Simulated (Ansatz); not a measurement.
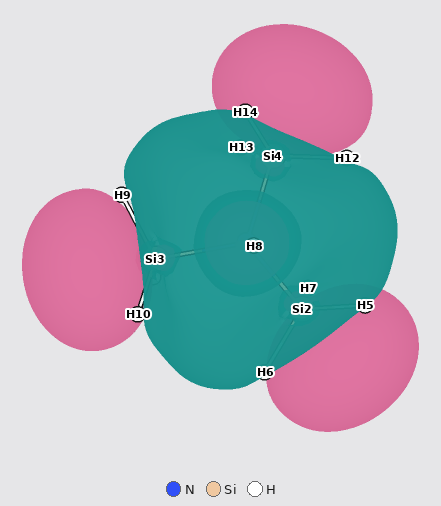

The picture shows: H10NSi3 (SMILES [SiH3][NH+]([SiH3])[SiH3]) (charge +1). The LUMO at ±0.04 Å⁻³ᐟ² (teal and pink are the two phases), seen across its widest extent.

Geometry: B3LYP-D3(BJ)/def2-SVP.

The calculation used Ansatz 0.2.0, isolated molecule in a Gaussian basis; Kohn-Sham density functional theory, functional PBE0.

The calculation's input:

```
basis:
  gaussian:
    orbitals: def2-TZVPD
crystal:
  periodic: [false, false, false]
  atoms:
    - symbol: "N"
      position_ang: [0.898495, -0.949377, -0.337565]
    - symbol: Si
      position_ang: [-0.034515, -2.465687, 0.282461]
    - symbol: Si
      position_ang: [0.319029, 0.639259, 0.495879]
    - symbol: Si
      position_ang: [0.884364, -0.818535, -2.218208]
    - symbol: H
      position_ang: [0.858843, -3.605728, -0.012305]
    - symbol: H
      position_ang: [-0.247530, -2.215323, 1.725018]
    - symbol: H
      position_ang: [-1.280281, -2.449584, -0.514460]
    - symbol: H
      position_ang: [1.882999, -1.080412, -0.062102]
    - symbol: H
      position_ang: [0.857232, 1.728024, -0.349083]
    - symbol: H
      position_ang: [0.893863, 0.583580, 1.856438]
    - symbol: H
      position_ang: [-1.155174, 0.528112, 0.455357]
    - symbol: H
      position_ang: [0.989519, -2.215007, -2.695536]
    - symbol: H
      position_ang: [-0.421890, -0.187932, -2.506822]
    - symbol: H
      position_ang: [2.051347, 0.026868, -2.547004]
total_charge: 1
hamiltonian:
  xc: pbe0
output:
  forces: true
  orbitals: {seedname: orbitals}
```

Run with:

```sh
ansatz run input.yaml --threads 2 --pin off --max-ram 4350MiB --events-out events.jsonl --progress --plain --runs-dir runs
```

Question: Describe this orbital and give its energy.

Answer: By Hirshfeld shares it lies mainly on Si2 (about 20 %), Si3 (about 20 %), Si4 (about 20 %), N1 (about 10 %) and H8 (about 5 %). Its energy is −5.66 eV.
